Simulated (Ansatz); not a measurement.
BPNH7: several calculations on one system

## 1. Relaxation

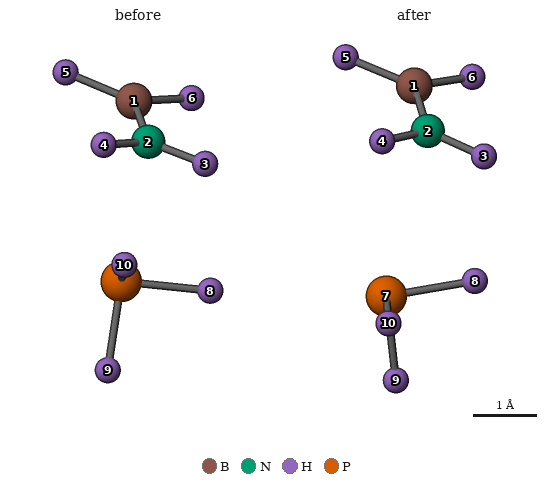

The structure of BPNH7 before (left) and after (right) a relaxation, at one scale.

The picture is a ball-and-stick view, seen from a free direction.

The run prepares an end point of a later path (reaction) calculation, from a guessed geometry.

Level of theory: RKS revPBE-D4/6-31G* (Ansatz). Settings: no spin polarisation; force threshold 0.03 eV/Å; at most 50 steps.

Question: What changed between the two?

Answer: H10 moves most after the best rigid fit: 0.97 Å. Largest moves by element: H 0.97 Å, P 0.35 Å, B 0.26 Å, N 0.20 Å. Among the contacts that change: B1–N2 1.475 → 1.405 Å, P7–H10 1.426 → 1.437 Å. Bond angles that change, for instance: H9–P7–H10 96.0° → 92.6°. The energy falls by 0.259 eV in 9 accepted moves (11 points after the start). The largest force component goes from 2.3 to 0.026 eV/Å. The line search rejected the trial steps at points 6, 9 of the run. The run took 28 s on 1 thread of Arm Neoverse V1, on a shared host, peak memory 0.13 GiB.

Limits of the set-up: the start holds two separate molecules, 2.3 Å apart at their closest, whose relative position is a soft coordinate.

## 2. Relaxation

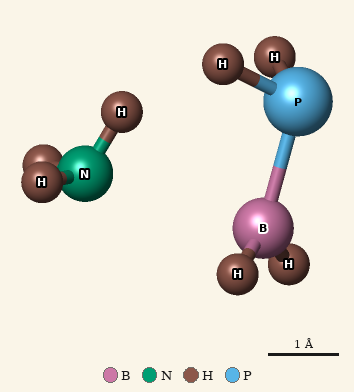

Starting structure of BPNH$_{7}$. Style: ball-and-stick. Shown at a tilt.

The run prepares an end point of a later path (reaction) calculation, from a guessed geometry.

The calculation used RKS revPBE-D4/6-31G* (Ansatz 0.2.0).

The input:
```yaml
crystal:
  periodic: [false, false, false]
  atoms:
    - { symbol: B, position_ang: [-0.045103, 0.554014, -0.365902] }
    - { symbol: "N", position_ang: [-0.159263, -0.141781, 2.273724] }
    - { symbol: H, position_ang: [-0.814072, -0.609405, 2.912911] }
    - { symbol: H, position_ang: [0.782166, -0.212474, 2.677458] }
    - { symbol: H, position_ang: [1.098841, 0.194363, -0.454581] }
    - { symbol: H, position_ang: [-0.937177, -0.084479, -0.861088] }
    - { symbol: P, position_ang: [-0.403958, 2.371178, 0.086654] }
    - { symbol: H, position_ang: [-1.646517, 2.291806, 0.790831] }
    - { symbol: H, position_ang: [0.435505, 2.623972, 1.218677] }
    - { symbol: H, position_ang: [-0.401121, 0.871106, 2.247916] }
basis:
  gaussian: { orbitals: "6-31G*" }
hamiltonian:
  xc: revpbe
  dispersion: d4
relax:
  f_tol: 0.03
  max_steps: 50
```

Command:
```bash
ansatz run input.yaml --threads 1 --pin off --max-ram 2048MiB --backend cpu --events-out ev --progress --plain --runs-dir out
```

> Predict the outcome.

The atom that moves furthest after the best rigid fit is H3 (1.15 Å). By element the largest moves are H 1.15 Å, B 0.65 Å, N 0.44 Å, P 0.16 Å. Among the contacts that change: B1–N2 2.732 → 1.658 Å, B1–P7 1.907 → 1.976 Å, B1–H5 1.202 → 1.219 Å, P7–H8 1.430 → 1.447 Å. New bonds form, among them: B1–N2 (2.73 → 1.66 Å). Bond angles that change, for instance: H5–B1–P7 118.8° → 111.3°, H5–B1–H6 121.1° → 113.7°, H6–B1–P7 117.6° → 111.4°. The energy falls by 27.3 kcal/mol in 11 accepted moves (12 points after the start). Largest force component: 0.74 eV/Å at the start, 0.024 eV/Å at the end. The line search rejected the trial step at point 10 of the run. The forces were under the threshold at step 9, but the run went on from there. Cost: 30 s on 1 thread of Arm Neoverse V1 (shared host), peak memory 0.13 GiB.

The structure at the end:

```xyz
10

B    -0.1045    0.4021    0.2669
N    -0.2176    0.0322    1.8792
H    -0.1473   -0.9813    2.0590
H     0.5283    0.4999    2.4131
H     0.9915   -0.0017   -0.0823
H    -1.0332   -0.1819   -0.2650
P    -0.2558    2.3595    0.0385
H    -1.4078    2.5897    0.8833
H     0.6695    2.7794    1.0686
H    -1.1138    0.3604    2.2653
```

After the run, drawn alike:

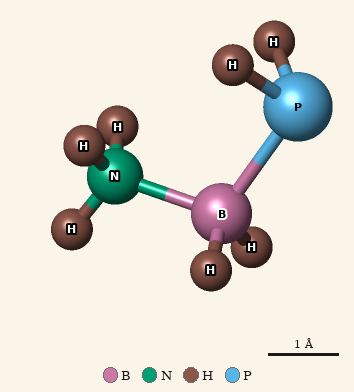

## 3. Path

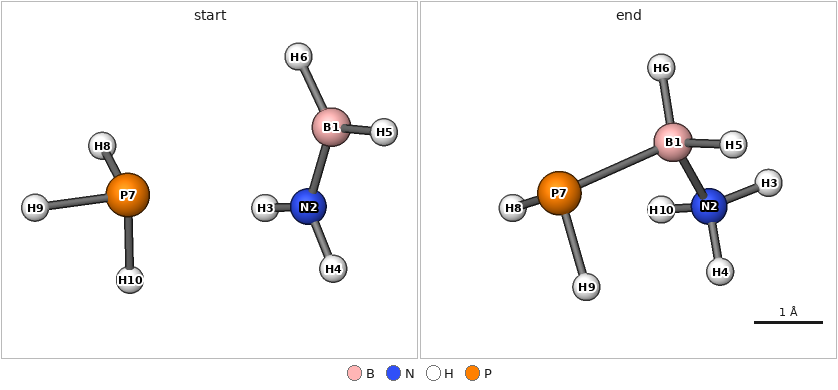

The two relaxed end points of a path for BPNH7, made up at the start of BNH₄ and PH3. The picture is a ball-and-stick view, seen at a tilt.

Method: RKS revPBE-D4/6-31G* (Ansatz).

Settings: 5 movable images; climbing image; force threshold 0.03 eV/Å; iteration limit 60.

Start:
```xyz
10

B     0.0997   -0.5676    0.0513
N     0.0271   -0.6692    1.4508
H    -0.8494   -0.7005    1.9695
H     0.8485   -0.7225    2.0523
H     1.1857   -0.5511   -0.4735
H    -0.9302   -0.5101   -0.5766
P    -0.2148    2.7957    1.0905
H    -1.5463    2.2625    1.0466
H    -0.6806    4.1098    1.4533
H    -0.0303    2.4113    2.4624
```

End:
```xyz
10

B    -0.1567    0.4543    0.2384
N    -0.1140   -0.0145    1.8282
H     0.0147   -1.0323    1.9379
H     0.6548    0.4561    2.3259
H     0.9212    0.1244   -0.2259
H    -1.1022   -0.1412   -0.2492
P    -0.4103    2.4123    0.1464
H    -1.4937    2.5372    1.0975
H     0.5820    2.8147    1.1195
H    -0.9865    0.2473    2.3079
```

**What barrier does the band find between them, and by what path?**

The highest point, image 4, lies 34.6 kcal/mol above the start and 37.7 kcal/mol above the end; the end is at −3.0 kcal/mol relative to the start. Breaking: P7–H10 (1.44 → 1.71 at the top → 3.11 Å). Forming: B1–P7 (3.53 → 2.23 at the top → 1.98 Å), N2–H10 (3.24 → 1.44 at the top → 1.03 Å). The band converged in 29 iterations. The largest component of the band force went from 14 to 0.024 eV/Å. The climbing image converged on the top of the path. Its vibrational analysis gives one imaginary mode (1151i cm⁻¹), as a transition state must have.

Energies of the converged images:

```
image  path (Å)  E (kcal/mol)
    0      0.00           0.0
    1      1.16           0.6
    2      2.31           0.9
    3      3.47           5.0
    4      4.62          34.6
    5      5.80          -1.0
    6      6.98          -3.0
```

The geometry at the top of the path:

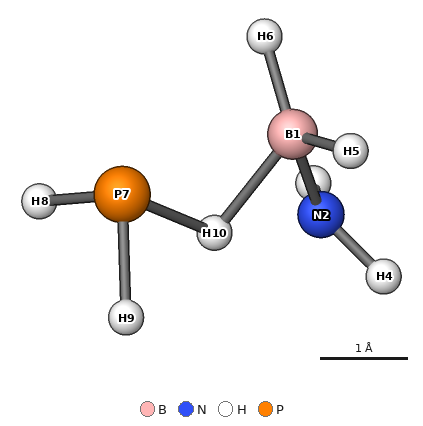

Limits of the set-up: the start holds two separate molecules, 3.2 Å apart at their closest, whose relative position is a soft coordinate.
